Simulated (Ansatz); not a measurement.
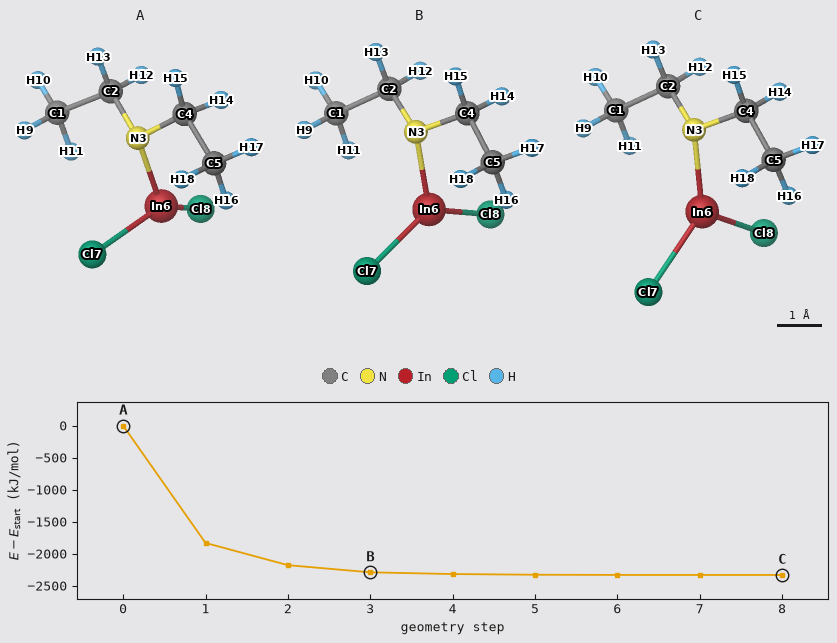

Frames of a relaxation of C4H10Cl2InN (coarse preliminary run), marked on the history of the run. The picture is a ball-and-stick view, seen from a free direction.

The start comes from a force field.

Computed with Ansatz 0.2.0, RKS PBE-D4/def2-SVP. Set-up: force threshold 0.03 eV/Å; at most 200 steps.

Describe the path.

Cl7 moves most after the best rigid fit: 0.90 Å. By element the largest moves are Cl 0.90 Å, In 0.57 Å, N 0.21 Å, H 0.20 Å, C 0.14 Å. Some distances before and after: In6–Cl8 1.457 → 2.380 Å, C1–In6 3.243 → 3.145 Å, C1–H9 1.173 → 1.108 Å, N3–C4 1.391 → 1.454 Å. Bond angles that change, for instance: N3–In6–Cl7 80.1° → 121.2°, Cl7–In6–Cl8 148.2° → 113.7°, N3–C4–H15 117.2° → 107.8°. The energy falls by 2330.3 kJ/mol in 8 geometry steps. The largest force component goes from 74 to 0.021 eV/Å. The run took about 23 s of wall time on a shared GPU. From step 0 to 3: Cl8 moves most (0.43 Å), energy −2289.4 kJ/mol. From step 3 to 8: Cl7 moves most (0.54 Å), energy −40.9 kJ/mol.

| step | E − E(0), kJ/mol | largest force component, eV/Å |
| --- | --- | --- |
| 0 | 0.00 | 73.6106 |
| 1 | -1830.68 | 15.9328 |
| 2 | -2177.79 | 5.8677 |
| 3 | -2289.40 | 1.7974 |
| 4 | -2316.43 | 0.7081 |
| 5 | -2327.01 | 0.2569 |
| 6 | -2329.98 | 0.1744 |
| 7 | -2330.25 | 0.0397 |
| 8 | -2330.33 | 0.0213 |
